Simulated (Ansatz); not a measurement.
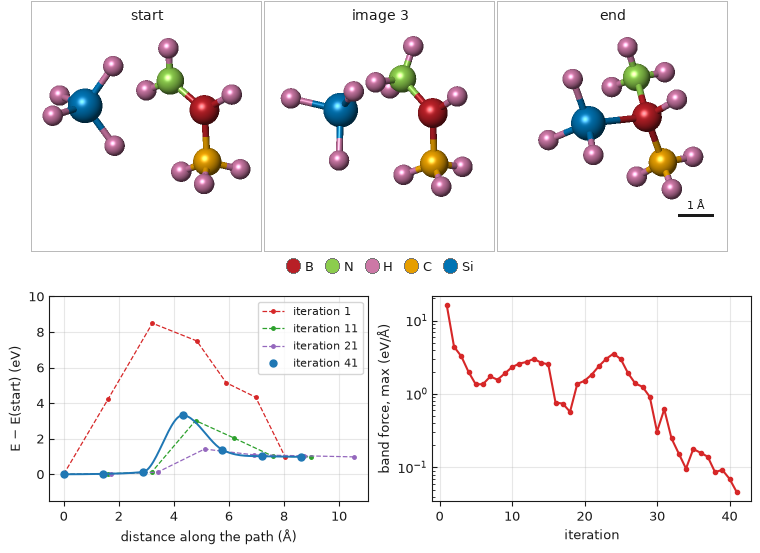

A search for the minimum-energy path of CH$_{10}$BNSi, made up at the start of CH$_{6}$BN and SiH$_{4}$ by the nudged elastic band. Images are numbered from 0 (start) to 6 (end). The plot follows the band through its iterations. A ball-and-stick model, seen from a free direction.

All numbers below come from RHF/6-31G* (Ansatz). Run with 5 movable images; climbing image; force threshold 0.05 eV/Å; iteration limit 60; starting path through a guess of the saddle point.

> How did the profile develop, and is the result final?

The run is converged, with reservations. The band converged in 41 iterations. The largest component of the band force went from 16 to 0.046 eV/Å. The climbing image converged on the top of the path. Its vibrational analysis gives 2 imaginary modes over 30i cm⁻¹, so it isn't confirmed as a transition state. The first iteration put the highest image at 8.50 eV. The highest point, image 3, lies 3.32 eV above the start and 2.34 eV above the end; the end is at +0.98 eV relative to the start.

Limits of the set-up: the start holds two separate molecules, 3.5 Å apart at their closest, whose relative position is a soft coordinate and is computed without a dispersion correction; Hartree-Fock leaves out electron correlation.

Cost: 5.4 min on 1 thread of Arm Neoverse V2 (shared host), peak memory 0.15 GiB.
